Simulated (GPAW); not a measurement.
# In2O2 monolayer: work function by functional and basis, part 2 of 2

Aim: the work function of both faces of In2O2 monolayer, and its spread over functionals and bases. Where a layer proves gapped, the work function hangs on where the smearing puts the Fermi level, and the band edges take its place.

GPAW 26.7.0; GPAW, PAW setups; layer in a repeated cell with vacuum, relaxation of atoms and in-plane cell (the session's first sound run).

So far, upper work function (eV): step 3 (the slab's potential, PBE, GPAW) 6.29; step 5 (RPBE) 6.10; step 6 (GPAW, PAW setups) 6.55; step 7 (revPBE) 6.12; step 8 (LDA) 6.72.

## Step 9: Real-space grid: mode = "fd"

Level of this step: GPAW, PAW setups; slab in vacuum (GPAW).

A real-space grid is a second complete basis, so it checks the plane-wave result.

The input, run.py:

```python
import json
import numpy as np
from ase import Atoms
from gpaw import GPAW

slab = Atoms(
    ['O', 'In', 'In', 'O'],
    positions=[
        [-0.00000, 1.96175, 9.00000],
        [-0.00000, 0.00000, 9.81929],
        [-0.00000, 0.00000, 12.66619],
        [-0.00000, 1.96175, 13.48548]],
    cell=[[3.39784, -0.0, 0.0], [-1.69892, 2.94262, 0.0], [0.0, 0.0, 22.4855]],
    pbc=[True, True, False])

slab.calc = GPAW(mode='fd', h=0.18, xc='PBE', kpts={'size': (12, 12, 1), 'gamma': True},
                 occupations={'name': 'fermi-dirac', 'width': 0.05}, nbands='160%',
                 convergence={'density': 1e-05}, maxiter=200,
                 poissonsolver={'dipolelayer': 'xy'},
                 symmetry={'tolerance': 1e-3}, txt='slab.txt')
result = {}
energy = slab.get_potential_energy()
fermi = slab.calc.get_fermi_level()
v = slab.calc.get_electrostatic_potential().mean((0, 1)) - fermi
n = slab.calc.get_pseudo_density().mean((0, 1))
L = slab.cell[2, 2]
z = np.arange(len(v)) * L / len(v)
low, high = slab.positions[:, 2].min(), slab.positions[:, 2].max()
below, above = np.interp([low - 6.8, high + 6.8], z, v)
slopes = [np.interp(x, z, np.gradient(v, z)) for x in (low - 6.8, high + 6.8)]
eps = np.array([[slab.calc.get_eigenvalues(k, s) for k in range(len(slab.calc.get_ibz_k_points()))]
                for s in range(slab.calc.get_number_of_spins())]) - fermi
top, bottom = eps[eps < 0].max(), eps[eps > 0].min()
dipole = slab.get_dipole_moment()[2]
print(f'energy {energy:.4f} eV, Fermi level {fermi:.4f} eV, dipole {dipole:.5f} e A')
print(f'potential 6.8 A off the faces, from the Fermi level: lower {below:.4f} eV, upper {above:.4f} eV')
print(f'slope of the potential there: lower {slopes[0]:.5f}, upper {slopes[1]:.5f} eV/A')
print(f'nearest levels on the mesh: {top:.4f} and {bottom:.4f} eV')
print('magnetic moment', round(slab.get_magnetic_moment(), 3))
result.update(energy=energy, fermi=fermi, dipole=dipole, below=below, above=above, slopes=slopes, edges=[top, bottom],
              z=z.tolist(), v=v.tolist(), n=n.tolist(), positions=slab.positions.tolist(),
              forces=slab.get_forces(apply_constraint=False).tolist(), moments=slab.get_magnetic_moments().tolist())
json.dump(result, open('result.json', 'w'))
```

Run with:

```
OMP_NUM_THREADS=1 OPENBLAS_NUM_THREADS=1 python run.py
```

What it wrote:

```text
energy -20.8369 eV, Fermi level -6.2787 eV, dipole -0.00034 e A
potential 6.8 A off the faces, from the Fermi level: lower 6.2765 eV, upper 6.2810 eV
slope of the potential there: lower -0.00000, upper 0.00000 eV/A
nearest levels on the mesh: -0.3003 and 0.2026 eV
magnetic moment 0.0
```

Wall time 91 s (1 thread of AMD EPYC 9B45 (Zen 5), shared host); peak memory 0.6 GiB.

Numbers from this step:

```
dipole along the normal                    : -3.38e-4 e·Å
levels nearest the Fermi level on the mesh : -0.3003, 0.2026 eV from the Fermi level
upper work function                        : 6.281 eV
lower work function                        : 6.277 eV
upper ionisation energy                    : 6.581 eV
```

The electrostatic potential energy of an electron (without an applied field's), less the Fermi level, planar mean by z:

```
z (Å)  electrostatic potential energy of an electron (without an applied field's), less the Fermi level, planar mean (eV)
    0                                                                                                                6.28
    1                                                                                                                6.28
    2                                                                                                                6.28
    3                                                                                                                6.28
    4                                                                                                                6.28
    5                                                                                                                6.28
    6                                                                                                                6.28
    7                                                                                                                6.25
    8                                                                                                                5.54
    9                                                                                                               -10.4
   10                                                                                                               -16.1
   11                                                                                                                1.94
   12                                                                                                               -3.98
   13                                                                                                               -14.2
   14                                                                                                                2.18
   15                                                                                                                6.15
   16                                                                                                                6.28
   17                                                                                                                6.28
   18                                                                                                                6.28
   19                                                                                                                6.28
   20                                                                                                                6.28
   21                                                                                                                6.28
   22                                                                                                                6.28
```

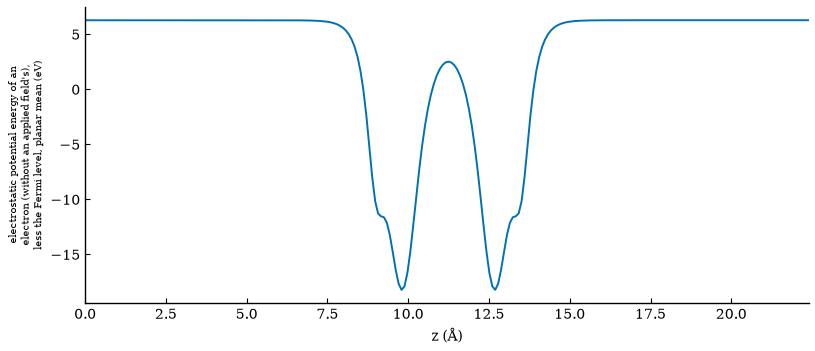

Electrostatic potential energy of an electron (without an applied field's), less the Fermi level, planar mean against z.

The highest filled level lies 0.300 eV under the Fermi level, so the ionisation energy from the upper face is 6.281 + 0.300 = 6.581 eV, against 6.576 eV in the base run.

## Step 10: Atomic orbitals: mode = "lcao"

Atom-centred orbitals end a few angstrom from the surface, which tests how much the density's tail matters.

run.py, as its differences from that of step 9:

```diff
@@ -15,4 +15,4 @@
 
-slab.calc = GPAW(mode='fd', h=0.18, xc='PBE', kpts={'size': (12, 12, 1), 'gamma': True},
-                 occupations={'name': 'fermi-dirac', 'width': 0.05}, nbands='160%',
+slab.calc = GPAW(mode='lcao', basis='dzp', h=0.18, xc='PBE', kpts={'size': (12, 12, 1), 'gamma': True},
+                 occupations={'name': 'fermi-dirac', 'width': 0.05}, nbands='120%',
                  convergence={'density': 1e-05}, maxiter=200,
```

What it wrote:

```text
energy -18.0940 eV, Fermi level -6.4021 eV, dipole -0.00034 e A
potential 6.8 A off the faces, from the Fermi level: lower 6.3999 eV, upper 6.4044 eV
slope of the potential there: lower 0.00000, upper 0.00000 eV/A
nearest levels on the mesh: -0.3371 and 0.2251 eV
magnetic moment 0.0
```

Run time: 64 s. Hardware: 1 thread; peak memory 0.26 GiB.

This step gave:

| Property | Result |
| --- | --- |
| levels nearest the Fermi level on the mesh | -0.3371, 0.2251 eV from the Fermi level |
| upper work function | 6.404 eV |
| lower work function | 6.400 eV |
| upper ionisation energy | 6.741 eV |

Table of electrostatic potential energy of an electron (without an applied field's), less the Fermi level, planar mean by z:

| z (Å) | electrostatic potential energy of an electron (without an applied field's), less the Fermi level, planar mean (eV) |
| --- | --- |
| 0 | 6.40 |
| 1 | 6.40 |
| 2 | 6.40 |
| 3 | 6.40 |
| 4 | 6.40 |
| 5 | 6.40 |
| 6 | 6.40 |
| 7 | 6.39 |
| 8 | 5.70 |
| 9 | -10.6 |
| 10 | -16.3 |
| 11 | 1.86 |
| 12 | -4.06 |
| 13 | -14.4 |
| 14 | 2.24 |
| 15 | 6.31 |
| 16 | 6.40 |
| 17 | 6.40 |
| 18 | 6.40 |
| 19 | 6.40 |
| 20 | 6.40 |
| 21 | 6.40 |
| 22 | 6.40 |

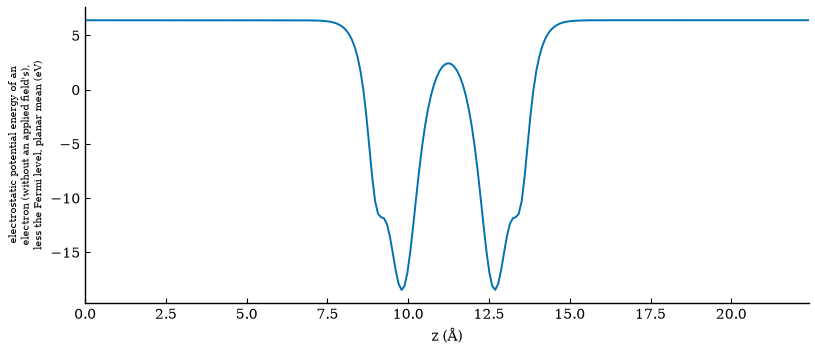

Electrostatic potential energy of an electron (without an applied field's), less the Fermi level, planar mean, plotted against z.

The highest filled level lies 0.337 eV under the Fermi level, so the ionisation energy from the upper face is 6.404 + 0.337 = 6.741 eV, against 6.576 eV in the base run.

## Step 11: The ladder

Times are for 1 thread of AMD EPYC 9B45 (Zen 5), shared host. The series side by side:

| no. | run | upper work function (eV) | lower work function (eV) | time | memory (GiB) |
| --- | --- | --- | --- | --- | --- |
| 1 | pw | 6.290 | 6.286 | 23 s | 0.27 |
| 2 | vdW DF2 | 6.884 | 6.879 | 80 s | 0.47 |
| 3 | RPBE | 6.103 | 6.099 | 25 s | 0.26 |
| 4 | optPBE vdW | 6.548 | 6.544 | 29 s | 0.46 |
| 5 | revPBE | 6.116 | 6.111 | 25 s | 0.27 |
| 6 | LDA | 6.720 | 6.716 | 23 s | 0.26 |
| 7 | fd | 6.281 | 6.277 | 91 s | 0.6 |
| 8 | lcao | 6.404 | 6.400 | 64 s | 0.26 |

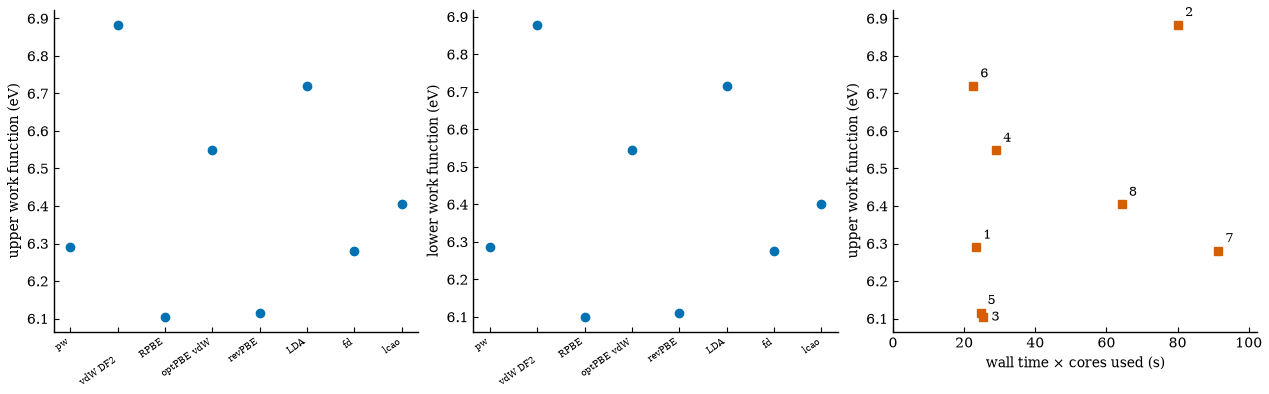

The series as plots; the last panel sets the first result against cost, with the runs numbered as in the table.

## Step 12: Side by side

Results and costs are gathered.

This step: comparison of work functions, dipole and cost (GPAW 26.7.0).

Ladder, by row:

| step | code | work function, upper (eV) | work function, lower (eV) | dipole (e Å) | wall time (s) | peak memory (GiB) | threads |
| --- | --- | --- | --- | --- | --- | --- | --- |
| pw | GPAW | 6.29 | 6.286 | -3.36e-4 | 23.4 | 0.27 | 1 |
| vdW-DF2 | GPAW | 6.884 | 6.879 | -3.36e-4 | 80.15 | 0.47 | 1 |
| RPBE | GPAW | 6.103 | 6.099 | -3.36e-4 | 25.32 | 0.26 | 1 |
| optPBE-vdW | GPAW | 6.548 | 6.544 | -3.36e-4 | 28.99 | 0.46 | 1 |
| revPBE | GPAW | 6.116 | 6.111 | -3.36e-4 | 24.6 | 0.27 | 1 |
| LDA | GPAW | 6.72 | 6.716 | -3.36e-4 | 22.56 | 0.26 | 1 |
| fd | GPAW | 6.281 | 6.277 | -3.38e-4 | 91.47 | 0.6 | 1 |
| lcao | GPAW | 6.404 | 6.4 | -3.38e-4 | 64.33 | 0.26 | 1 |

## Step 13: A changed run

One more run, with changed settings.

This step: GPAW, PAW setups; slab in vacuum (GPAW 26.7.0).

run.py, as its differences from that of step 10:

```diff
@@ -3,3 +3,3 @@
 from ase import Atoms
-from gpaw import GPAW
+from gpaw import GPAW, PW
 
@@ -15,5 +15,5 @@
 
-slab.calc = GPAW(mode='lcao', basis='dzp', h=0.18, xc='PBE', kpts={'size': (12, 12, 1), 'gamma': True},
-                 occupations={'name': 'fermi-dirac', 'width': 0.05}, nbands='120%',
-                 convergence={'density': 1e-05}, maxiter=200,
+slab.calc = GPAW(mode=PW(500), xc='PBE', kpts={'size': (12, 12, 1), 'gamma': True},
+                 occupations={'name': 'fermi-dirac', 'width': 0.05}, nbands='100%',
+                 convergence={'density': 1e-05}, maxiter=100,
                  poissonsolver={'dipolelayer': 'xy'},
```

What it wrote:

```text
ValueError: zero-size array to reduction operation minimum which has no identity
```

Wall time 19 s (1 thread); peak memory 0.24 GiB.

The run ended with an error.

The program's message: “ValueError: zero-size array to reduction operation minimum which has no identity”

The change that led to it: nbands = "100 % of the filled bands".

## Step 14: Summary of results

```yaml
work_function_both_faces_fermi_level_placed_in_the_gap_by_the_smearing: 6.29 eV
ionisation_energy_from_the_upper_face_highest_filled_level_on_the_mesh: 6.58 eV
electron_affinity_from_the_upper_face_lowest_empty_kohn_sham_level_on_the_mesh: 6.10 eV
dipole_along_the_normal: -3.4e-4 e Å, near the numerical noise
```

What this shows: With plane waves and PBE the ionisation energy from the upper face is 6.58 eV and the Kohn-Sham electron affinity 6.10 eV. The levels nearest the Fermi level on the mesh lie 0.476 eV apart, so the slab is gapped there: the smearing puts the Fermi level inside the gap, and from either face the ionisation energy is the work function plus 0.29 eV. Both are Kohn-Sham levels on the mesh, and semilocal gaps are too small, so the affinity tends to come out too large and the ionisation energy too small. Work functions of a gapped slab move with the place of the Fermi level in the gap; over the runs without a planted fault the highest filled level on the mesh lies 6.42 (RPBE) to 7.18 eV (vdW-DF2) under the upper vacuum level. The starting lattice was a guess from atomic radii; the relaxation moved it by 3 %. The small printed dipole stands for a step of 6.1 meV from the lower to the upper face, and the probes find 4.5 meV; values this small are near the numerical noise of both. The layer's cell and atoms come from the relaxation; spin-orbit coupling and temperature are left out.

[Logs are printed without paths, hosts, clocks, repeated set-up lines and the standing remarks that a program may print on its own settings, such as how far it seeks lower states.]

[Hosts, paths, dates, database ids (printed as entryN), source tags and the programs' standing remarks are cut or masked in the printed files.]
